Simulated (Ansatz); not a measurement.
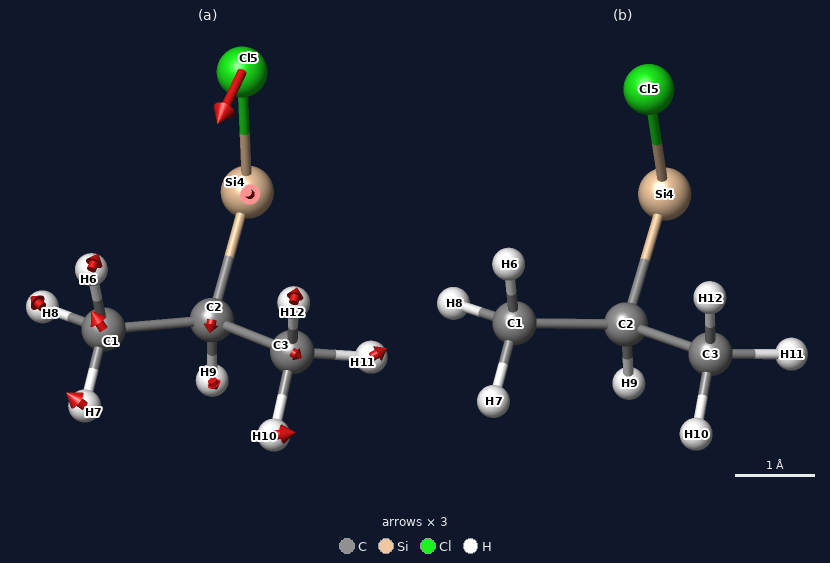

The structure of C$_{3}$H$_{7}$ClSi (coarse preliminary run) before (left) and after (right) a relaxation, at one scale. The red arrows give the displacements, 3 times their true length.

Style: ball-and-stick. Shown at a tilt.

The start comes from a force field.

All numbers below come from Ansatz 0.2.0, RKS PBE-D4/def2-SVP.

Input
```yaml
crystal:
  periodic: [false, false, false]
  atoms:
    - {symbol: C, position_ang: [-0.633400, 0.339400, 1.100500]}
    - {symbol: C, position_ang: [-0.148800, -0.587300, 0.025800]}
    - {symbol: C, position_ang: [1.232700, -0.154600, -0.412800]}
    - {symbol: Si, position_ang: [-1.256600, -0.831100, -1.435400]}
    - {symbol: Cl, position_ang: [-1.587600, 0.931700, -2.435200]}
    - {symbol: H, position_ang: [-0.784700, 1.417500, 0.692800]}
    - {symbol: H, position_ang: [0.021900, 0.429500, 1.953100]}
    - {symbol: H, position_ang: [-1.625400, 0.084600, 1.451200]}
    - {symbol: H, position_ang: [-0.049100, -1.551300, 0.546700]}
    - {symbol: H, position_ang: [1.935500, -0.109200, 0.492100]}
    - {symbol: H, position_ang: [1.689900, -0.865600, -1.090900]}
    - {symbol: H, position_ang: [1.282700, 0.841300, -0.853600]}
basis:
  gaussian: {orbitals: def2-SVP}
hamiltonian: {xc: pbe, dispersion: d4}
relax: {f_tol: 0.03, max_steps: 200}
```

Launched with:
```bash
ansatz run in.yaml --threads 4 --pin off --events-out ev --progress --plain --max-ram 10444MiB
```

Summarise the run.

Answer. Cl5 moves most after the best rigid fit: 0.30 Å. Largest moves by element: Cl 0.30 Å, Si 0.12 Å, H 0.10 Å, C 0.10 Å. Some distances before and after: C2–Si4 1.850 → 1.938 Å, Si4–Cl5 2.053 → 2.130 Å, C1–H6 1.163 → 1.109 Å, C1–C2 1.500 → 1.536 Å. Bond angles that change, for instance: C2–Si4–Cl5 111.6° → 99.0°, C1–C2–H9 103.4° → 108.9°, H6–C1–H8 102.3° → 107.6°. Over 4 geometry steps the energy falls by 0.482 eV. Largest force component: 2.6 eV/Å at the start, 0.021 eV/Å at the end. Cost: 8 s on 4 threads of Arm Neoverse V1 (shared host).
